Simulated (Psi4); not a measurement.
# One shape, several levels: C2H2F4 (norflurane)

Wanted: a comparison of 3 runs (HF/cc-pVDZ, MP2/cc-pVDZ, CCSD/cc-pVDZ) of C2H2F4 (norflurane). 

The results are computed with Psi4 1.11.

18 further runs of the same task are left out: 16 that didn't finish, 2 set aside as unsound or not needed.

## Step 1: The system as given

C2H2F4: 8 atoms, total charge 0, spin state singlet. As SMILES, `FCC(F)(F)F`. The shape is that of a PBE0-D4/def2-TZVP optimisation.

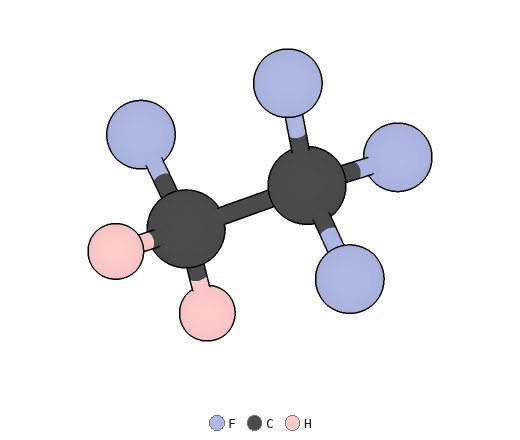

The structure, seen from a chosen angle (fluorine light blue, carbon dark grey, hydrogen pink).

## Step 2: A single-point energy at HF/cc-pVDZ (run 1)

Contents of c2h2f4.dat:

```
memory 1600 mb

molecule geom {
  0 1
  F
  C 1 1.364178
  C 2 1.514264 1 109.80418
  F 3 1.33237 2 111.87985 1 60.62484
  F 3 1.339019 4 108.10307 2 -119.86914
  F 3 1.332309 4 107.85441 5 -116.66945
  H 2 1.092479 1 109.73899 3 119.32752
  H 2 1.092493 7 110.29873 1 -121.01402
  units angstrom
  symmetry c1
  no_reorient
  no_com
}

set globals {
  puream true
  e_convergence 1e-09
  d_convergence 1e-08
  scf_type pk
}

energy("scf/cc-pVDZ")
```

Started as:

```
$ psi4 -n 1 c2h2f4.dat c2h2f4.out
```

c2h2f4.out:

```text
[...]
  Running in c1 symmetry.
[...]
  Nuclear repulsion =  273.039974857593165
[...]
  Multiplicity = 1
[...]
  Nalpha       = 25
  Nbeta        = 25
[...]
    Number of basis functions: 94
[...]
   @RHF iter   1:  -474.56388110539609   -5.85368e-01   5.69199e-03 DIIS/ADIIS
[...]
   @RHF iter  12:  -474.68278242482575   -9.66338e-13   3.08219e-09 DIIS
[...]
    Orbital Energies [Eh]
    ---------------------
    Doubly Occupied:
       1A    -26.354010     2A    -26.349639     3A    -26.349607
       4A    -26.315939     5A    -11.515857     6A    -11.356580
       7A     -1.747389     8A     -1.650843     9A     -1.647724
      10A     -1.631714    11A     -1.074725    12A     -0.937145
      13A     -0.838117    14A     -0.837722    15A     -0.815673
      16A     -0.742934    17A     -0.731726    18A     -0.707229
      19A     -0.706132    20A     -0.674751    21A     -0.667235
      22A     -0.666666    23A     -0.652797    24A     -0.565473
      25A     -0.551335
[...]
  @RHF Final Energy:  -474.68278242482575
   => Energetics <=
    Nuclear Repulsion Energy =            273.0399748575931653
    One-Electron Energy =               -1203.2675923789506669
    Two-Electron Energy =                 455.5448350965317559
    Total Energy =                       -474.6827824248257457
[...]
 Multipole Moments:
 ------------------------------------------------------------------------------------
     Multipole            Electronic (a.u.)      Nuclear  (a.u.)        Total (a.u.)
 ------------------------------------------------------------------------------------
 L = 1.  Multiply by 2.5417464519 to convert [e a0] to [Debye]
 Dipole X            :          0.0000376           -0.0001862           -0.0001486
 Dipole Y            :         -3.1599951            3.9466939            0.7866988
 Dipole Z            :          0.0199166            0.4029255            0.4228421
 Magnitude           :                                                    0.8931352
[...]
```

Run time: 6.9 s. Hardware: 1 thread of Intel Xeon Platinum 8488C (Sapphire Rapids), shared host; peak memory 0.35 GiB.

## Step 3: A single-point energy at MP2/cc-pVDZ (run 2)

Contents of c2h2f4.dat:

```
memory 1.6 GB

molecule mol {
  F     -0.42443249    -2.84687241     1.72947735
  C     -0.39911016    -1.39423993    -0.40005502
  C      0.39911016     1.27424233     0.25605789
  F      2.71062315     1.34416219     1.25175458
  F      0.41025954     2.66791534    -1.85590003
  F     -1.18032294     2.35006341     1.89520633
  H      0.94864251    -2.17053943    -1.75763427
  H     -2.29091498    -1.33244589    -1.22435356
  units au
  symmetry c1
  no_reorient
  no_com
}

set puream true
set e_convergence 1e-09
set d_convergence 1e-08
set scf_type pk
set num_frozen_docc 6
set mp2_type conv

energy("mp2/cc-pVDZ")
print_variables()
```

Started as:

```
$ psi4 -i c2h2f4.dat -o c2h2f4.out -n 1
```

c2h2f4.out:

```text
[...]
  Running in c1 symmetry.
[...]
  Nuclear repulsion =  273.039961114004711
[...]
  Multiplicity = 1
[...]
  Nalpha       = 25
  Nbeta        = 25
[...]
    Number of basis functions: 94
[...]
   @RHF iter   1:  -474.56388108402012   -5.85369e-01   5.69199e-03 ADIIS/DIIS
[...]
   @RHF iter  12:  -474.68278242224267   -6.82121e-13   3.08219e-09 DIIS
[...]
    Orbital Energies [Eh]
    ---------------------
    Doubly Occupied:
       1A    -26.354010     2A    -26.349639     3A    -26.349607
       4A    -26.315939     5A    -11.515857     6A    -11.356580
       7A     -1.747389     8A     -1.650843     9A     -1.647724
      10A     -1.631714    11A     -1.074725    12A     -0.937145
      13A     -0.838117    14A     -0.837722    15A     -0.815673
      16A     -0.742934    17A     -0.731726    18A     -0.707229
      19A     -0.706132    20A     -0.674751    21A     -0.667235
      22A     -0.666666    23A     -0.652797    24A     -0.565473
      25A     -0.551335
[...]
  @RHF Final Energy:  -474.68278242224267
   => Energetics <=
    Nuclear Repulsion Energy =            273.0399611140047114
    One-Electron Energy =               -1203.2675653426463214
    Two-Electron Energy =                 455.5448218063989998
    Total Energy =                       -474.6827824222426671
[...]
 Multipole Moments:
 ------------------------------------------------------------------------------------
     Multipole            Electronic (a.u.)      Nuclear  (a.u.)        Total (a.u.)
 ------------------------------------------------------------------------------------
 L = 1.  Multiply by 2.5417464519 to convert [e a0] to [Debye]
 Dipole X            :        -12.5293219           12.3028729           -0.2264490
 Dipole Y            :        -27.7962467           27.4144459           -0.3818009
 Dipole Z            :        -24.1138839           23.3388735           -0.7750104
 Magnitude           :                                                    0.8931362
[...]
	SCS-MP2 Total Energy (a.u.)        :  -475.65442332472969
	SOS-MP2 Total Energy (a.u.)        :  -475.56406417698508
	SCSN-MP2 Total Energy (a.u.)       :  -475.15987872233450
[...]
	SOS-PI-MP2 Total Energy (a.u.)     :  -475.71094446944215
[...]
	MP2 Total Energy (a.u.)            :  -475.68826132776201
[...]
```

It took 12 s on 1 thread of Intel Xeon Platinum 8488C (Sapphire Rapids), shared host; peak memory 0.52 GiB.

## Step 4: A single-point energy at CCSD/cc-pVDZ (run 3)

Contents of c2h2f4.xyz:

```xyz
8
C2H2F4
F     -0.224600    -1.506500     0.915200
C     -0.211200    -0.737800    -0.211700
C      0.211200     0.674300     0.135500
F      1.434400     0.711300     0.662400
F      0.217100     1.411800    -0.982100
F     -0.624600     1.243600     1.002900
H      0.502000    -1.148600    -0.930100
H     -1.212300    -0.705100    -0.647900
```

Contents of c2h2f4_ase.py:

```python
import numpy as np
from ase.calculators.psi4 import Psi4
from ase.io import read

atoms = read('c2h2f4.xyz')
calc = Psi4(atoms=atoms, method='ccsd', basis='cc-pVDZ', memory='1600MB', num_threads=1, charge=0, multiplicity=1, label='c2h2f4')
calc.psi4.set_options({'puream': True, 'e_convergence': 1e-09, 'd_convergence': 1e-08, 'scf_type': 'pk', 'num_frozen_docc': 6})
atoms.calc = calc

print(f'energy: {atoms.get_potential_energy():.6f} eV')
```

Started as:

```
$ python c2h2f4_ase.py
```

c2h2f4.dat:

```text
[...]
  Running in c1 symmetry.
[...]
  Nuclear repulsion =  273.039960987056929
[...]
  Multiplicity = 1
[...]
  Nalpha       = 25
  Nbeta        = 25
[...]
    Number of basis functions: 94
[...]
   @RHF iter   1:  -474.56388108342503   -5.85369e-01   5.69199e-03 DIIS/ADIIS
[...]
   @RHF iter  12:  -474.68278242212614   -8.52651e-13   3.08219e-09 DIIS
[...]
    Orbital Energies [Eh]
    ---------------------
    Doubly Occupied:
       1A    -26.354010     2A    -26.349639     3A    -26.349607
       4A    -26.315939     5A    -11.515857     6A    -11.356580
       7A     -1.747389     8A     -1.650843     9A     -1.647724
      10A     -1.631714    11A     -1.074725    12A     -0.937145
      13A     -0.838117    14A     -0.837722    15A     -0.815673
      16A     -0.742934    17A     -0.731726    18A     -0.707229
      19A     -0.706132    20A     -0.674751    21A     -0.667235
      22A     -0.666666    23A     -0.652797    24A     -0.565473
      25A     -0.551335
[...]
  @RHF Final Energy:  -474.68278242212614
   => Energetics <=
    Nuclear Repulsion Energy =            273.0399609870569293
    One-Electron Energy =               -1203.2675650973067150
    Two-Electron Energy =                 455.5448216881236476
    Total Energy =                       -474.6827824221261380
[...]
 Multipole Moments:
 ------------------------------------------------------------------------------------
     Multipole            Electronic (a.u.)      Nuclear  (a.u.)        Total (a.u.)
 ------------------------------------------------------------------------------------
 L = 1.  Multiply by 2.5417464519 to convert [e a0] to [Debye]
 Dipole X            :          0.9259372           -1.1523862           -0.2264490
 Dipole Y            :          2.5020417           -2.8838426           -0.3818009
 Dipole Z            :          1.6936331           -2.4686435           -0.7750104
 Magnitude           :                                                    0.8931362
[...]
      * MP2 total energy                      = -475.688261327812654
[...]
      * CCSD total energy                     = -475.713357041736515
```

On the terminal:

```text
energy: -12944.819795 eV
```

Run time: 52 s. Hardware: 1 thread of Intel Xeon Platinum 8488C (Sapphire Rapids), shared host; peak memory 0.66 GiB.

## Step 5: The series

| run | level | frozen core orbitals | mp2 type | energy (Eh) | HOMO energy (eV) | LUMO energy (eV) | HOMO–LUMO gap (eV) | wall time |
| --- | --- | --- | --- | --- | --- | --- | --- | --- |
| 1 | HF/cc-pVDZ | 0 | – | -474.682782 | -15.00 | 5.02 | 20.02 | 6.9 s |
| 2 | MP2/cc-pVDZ | 6 | conv | -475.688261 | -15.00 | 5.02 | 20.02 | 12 s |
| 3 | CCSD/cc-pVDZ | 6 | – | -475.713357 | -15.00 | 5.02 | 20.02 | 52 s |

## Step 6: Results

| quantity | value |
| --- | --- |
| run 3: total energy | -475.71336 Eh |
| run 3: HOMO energy (Hartree–Fock orbitals) | -15.00 eV |
| run 3: LUMO energy (Hartree–Fock orbitals) | 5.02 eV |
| run 3: HOMO–LUMO gap (Hartree–Fock orbitals) | 20.02 eV |
| run 3: correlation energy (6 core orbitals frozen) | -1030.6 mEh |
| run 3: T1 diagnostic | 0.011 |

In words: Below the HF energy at the same shape and in the same basis (cc-pVDZ): MP2 -1005.5 mEh; CCSD -1030.6 mEh. All runs together took 71 s, the longest 52 s.
